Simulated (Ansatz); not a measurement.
# CH6BNOSi (SMILES BOC=N[SiH3]): what the fields show

Input file:

```
crystal:
  periodic: [false, false, false]
  atoms:
    - {symbol: B, position_ang: [-2.020113, 0.679086, 0.949728]}
    - {symbol: O, position_ang: [-0.779476, 0.374860, 0.488770]}
    - {symbol: C, position_ang: [-0.596836, -0.541869, -0.523594]}
    - {symbol: N, position_ang: [0.515458, -0.857115, -0.975857]}
    - {symbol: Si, position_ang: [2.051084, -0.221915, -0.437539]}
    - {symbol: H, position_ang: [-2.977920, 0.142295, 0.468719]}
    - {symbol: H, position_ang: [-2.083123, 1.483120, 1.826971]}
    - {symbol: H, position_ang: [-1.542410, -0.959954, -0.883833]}
    - {symbol: H, position_ang: [2.271279, -0.521060, 1.001853]}
    - {symbol: H, position_ang: [3.109330, -0.881012, -1.237727]}
    - {symbol: H, position_ang: [2.118127, 1.246764, -0.656993]}
basis:
  gaussian: {orbitals: def2-TZVPP}
hamiltonian: {xc: pbe0, dispersion: d4}
output: {orbitals: {seedname: orbitals}}
```

Launched as:

```sh
ansatz run in.yaml --threads 4 --pin off --events-out ev --progress --plain --max-ram 10444MiB
```

Geometry: PBE0-D4/def2-TZVP.

These are results of RKS PBE0-D4/def2-TZVPP in Ansatz, not measurements.

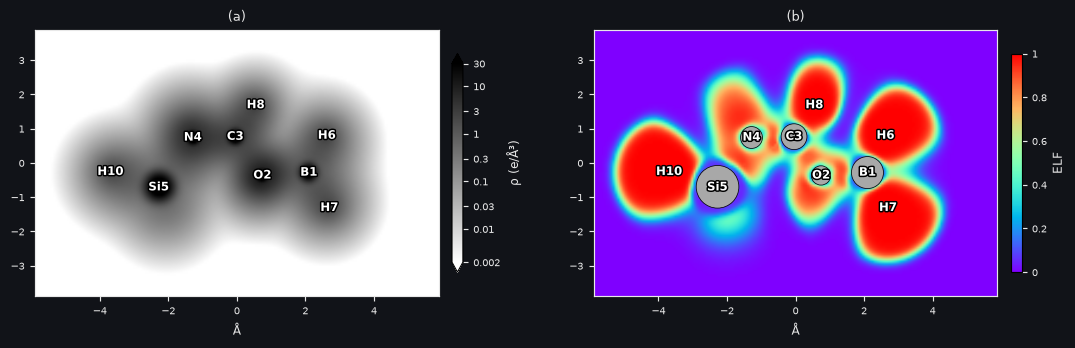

Figure 1. (a) total electron density; (b) electron localisation function on the plane of atoms O2, C3 and H8. Grey discs cover the atomic cores in the ELF map.

Question: Describe what can be read from this map.

Answer: The plane passes through B, O, C, N, Si and H nuclei.
C–N (1.24 Å): ρ at the midpoint is about 3 e/Å³; the ELF peaks at about 0.90 between the atoms (a short, multiple covalent bond).
B–O (1.36 Å): ρ at the midpoint is about 2.1 e/Å³; the ELF peaks at about 0.90 between the atoms (a short, strongly polar bond).
C–O (1.38 Å): ρ at the midpoint is about 2.2 e/Å³, with its minimum of 1.9 e/Å³ about 0.5 Å from C; the ELF peaks at about 0.85 between the atoms (a polar covalent bond).
Si–N (1.75 Å): ρ is about 1.1 e/Å³ halfway; the ELF peaks at about 0.90 between the atoms; a polar covalent bond.
C–H (1.09 Å): ρ is about 2.1 e/Å³ halfway; the ELF climbs to about 1 towards the hydrogen, as it does in any bond to H; a covalent bond by its length.
The ELF also peaks beside N4, away from the bonds: lone-pair regions.

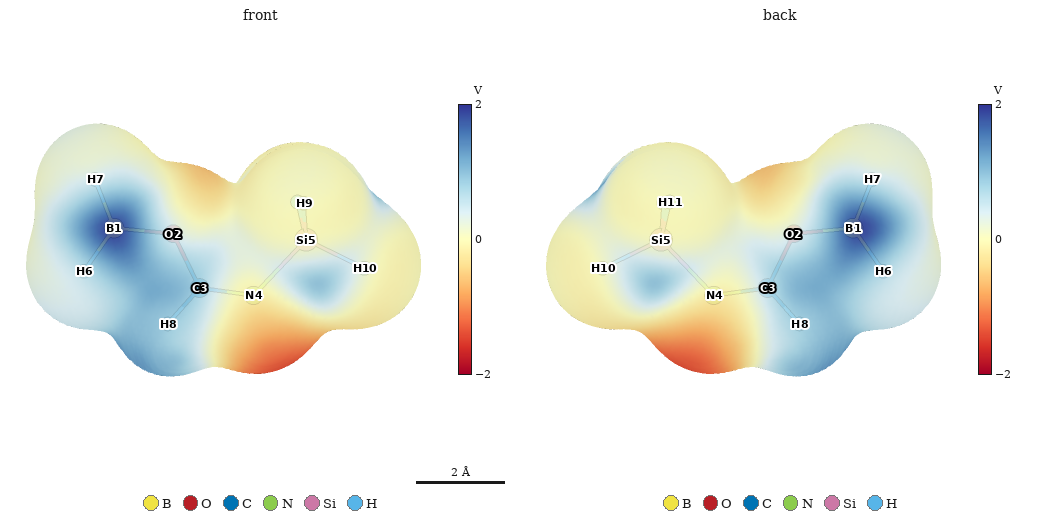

Figure 2. The molecular electrostatic potential painted on the density surface at 0.002 e/bohr³, seen from the front and from behind; the colour scale runs from red (negative) to blue (positive).

Question: Describe the electrostatic potential map.

Answer: The most negative region (about −1.4 V) lies over N4, the most positive (about +1.8 V) over B1. N4 is the likeliest acceptor of a hydrogen bond.

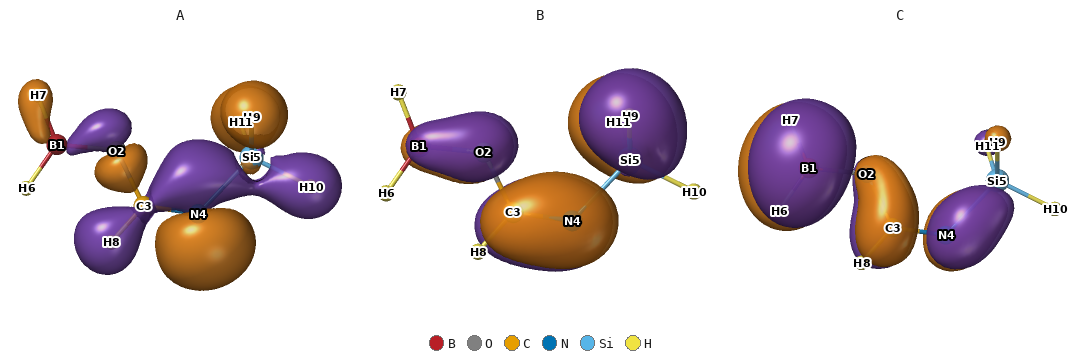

Figure 3. Three frontier orbitals at ±0.08 Å⁻³ᐟ² (orange and purple are the two phases), in no order.

Question: Order the three orbitals by energy and name them.

Answer: B is the HOMO−1 (−8.84 eV). Its weight (Hirshfeld) is mainly on N4 (about 30 %), Si5 (about 15 %), C3 (about 15 %), H9 (about 10 %), H11 (about 10 %) and O2 (about 10 %). A is the HOMO (−7.85 eV). Its weight (Hirshfeld) is mainly on N4 (about 55 %), Si5 (about 15 %), C3 (about 10 %) and O2 (about 5 %). C is the LUMO (−1.39 eV). It lies mainly on B1 (about 50 %), C3 (about 15 %), N4 (about 10 %), O2 (about 5 %) and H7 (about 5 %).

Question: What is the HOMO–LUMO gap?

Answer: 6.46 eV between the orbital energies.
